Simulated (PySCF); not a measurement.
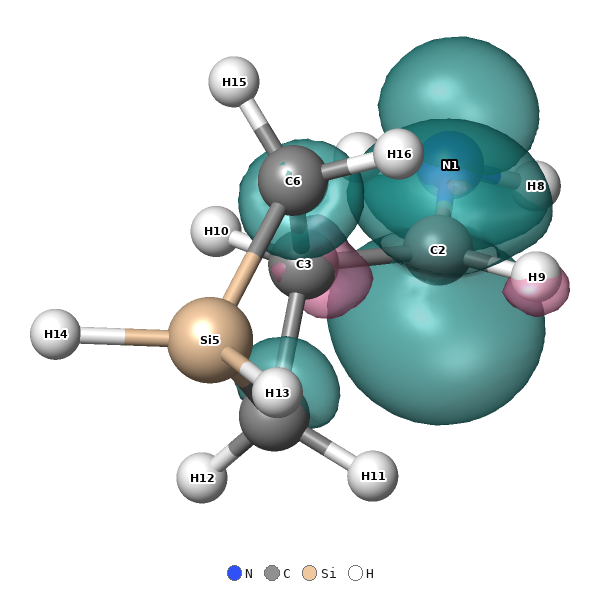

Figure 1: C4H10NSi (SMILES N[CH]C1C[SiH2]C1) (doublet). Isosurfaces of the spin density at +0.02 (teal) and −0.02 e/Å³ (pink), seen at an oblique angle.

Geometry: GFN2-xTB.

These are results of UKS B3LYP, pcH-1 on C H N Si, non-relativistic, mean-field spin-orbit, GIAO in PySCF, not measurements.

```
atom    x (Å)    y (Å)    z (Å)
   N   2.6185   0.1387   0.6386
   C   1.5079  -0.1811  -0.1411
   C   0.1679   0.2879   0.2094
   C  -0.7142   0.6831  -1.0109
  Si  -2.2275  -0.2120  -0.2667
   C  -0.7836  -0.7896   0.8343
   H   2.5399   1.0259   1.1176
   H   3.5089   0.0250   0.1743
   H   1.6289  -1.0184  -0.8070
   H   0.2448   1.1327   0.8997
   H  -0.3400   0.2198  -1.9229
   H  -0.7581   1.7559  -1.1877
   H  -2.8993  -1.2110  -1.0961
   H  -3.2006   0.6641   0.3876
   H  -0.8683  -0.7181   1.9164
   H  -0.4326  -1.7942   0.6023
```

Question: Where is the unpaired spin?

Answer: The unpaired spin (1 electron) lies mostly on C2 (about 0.6) and N1 (about 0.2), in electrons by Hirshfeld's partition.
